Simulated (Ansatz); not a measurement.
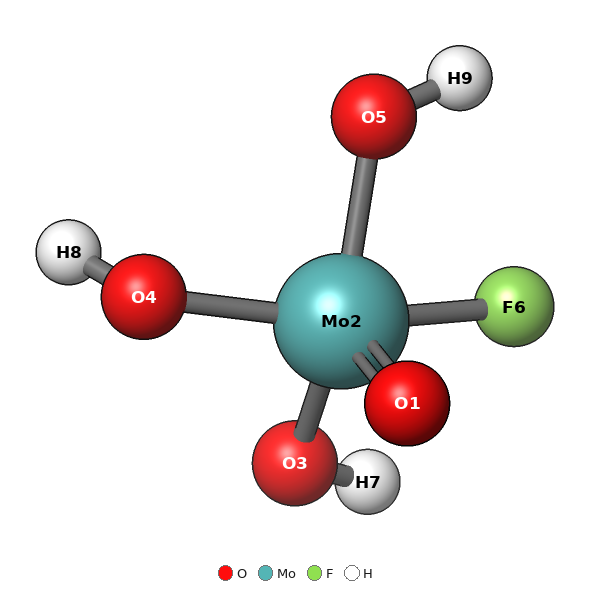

Atoms carry their numbers in the input. The species is neutral and a spin singlet. Computed geometry: PBE0-D4/def2-TZVP optimisation. No frequency run is at hand to confirm it as a minimum.

Describe the coordination of atom 4.

Answer. O4 has 2 neighbours (Mo2 at 1.85, H8 at 0.96 Å); the arrangement is bent.

How are the neighbours of atom 3 arranged?

Answer. O3 has 2 neighbours (Mo2 at 1.88, H7 at 0.96 Å); the arrangement is bent.
